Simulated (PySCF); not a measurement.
C$_{5}$H$_{6}$O$_{3}$S (SMILES C=C([SH]=O)[C]([O-])CC=O) (charge −1, doublet)

```xyz
15

C     1.6471    0.0613    0.6091
C     0.7561   -0.0956   -0.3935
S     1.2958   -0.0253   -2.1297
O     2.7789    0.0278   -2.1427
C    -0.6430   -0.3125   -0.4525
O    -1.2022   -0.3598   -1.5849
C    -1.4413   -0.4567    0.8361
C    -1.6367    1.0033    1.0608
O    -1.0123    1.6985    1.8567
H     1.3529    0.1127    1.6411
H     2.6865    0.2005    0.3640
H     1.0130   -1.3983   -2.3252
H    -2.3760   -0.9845    0.6471
H    -0.8615   -0.9242    1.6299
H    -2.3618    1.4608    0.3618
```

Geometry: GFN2-xTB.

The calculation used PySCF 2.14.0, density-fitted response routines, UKS B3LYP, pcH-1 on C H O S, non-relativistic, mean-field spin-orbit, GIAO.

> What will maps of the electron density, electron localisation function and spin density show?

C–C (1.35 Å): the density is about 2.2 e/Å³ at the midpoint; the ELF peaks at about 0.95 between the atoms: a covalent bond.
S–O (1.48 Å): ρ is about 2.1 e/Å³ halfway; the ELF peaks at about 0.80 between the atoms; a short, strongly polar bond.
C–S (1.82 Å): ρ at the midpoint is about 1.3 e/Å³; the ELF peaks at about 0.95 between the atoms: localised, covalent bonding.
C–H (1.07 Å): ρ is about 2 e/Å³ halfway; the ELF climbs to about 1 towards the hydrogen, as it does in any bond to H: a covalent bond by its length.
The unpaired spin (1 electron) lies mostly on C1 (about 0.3), O6 (about 0.2), C5 (about 0.2), O9 (about 0.1) and C8 (about 0.1), in electrons by Hirshfeld's partition.

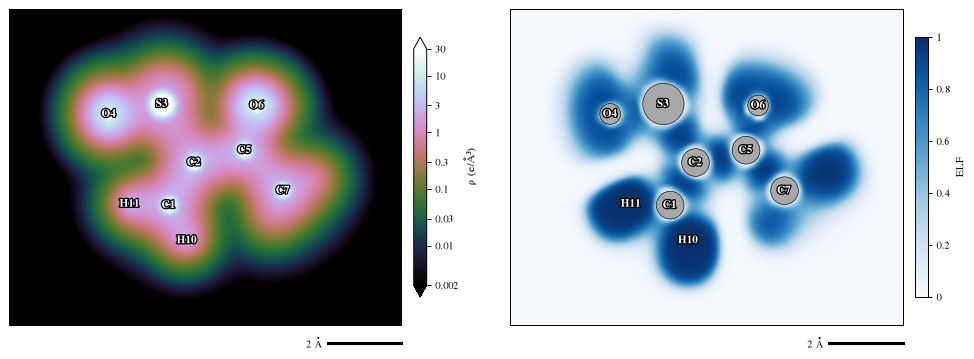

Computed electron density and electron localisation function on the plane of atoms C2, C1 and H11, in this order. Grey discs cover the atomic cores in the ELF map. 
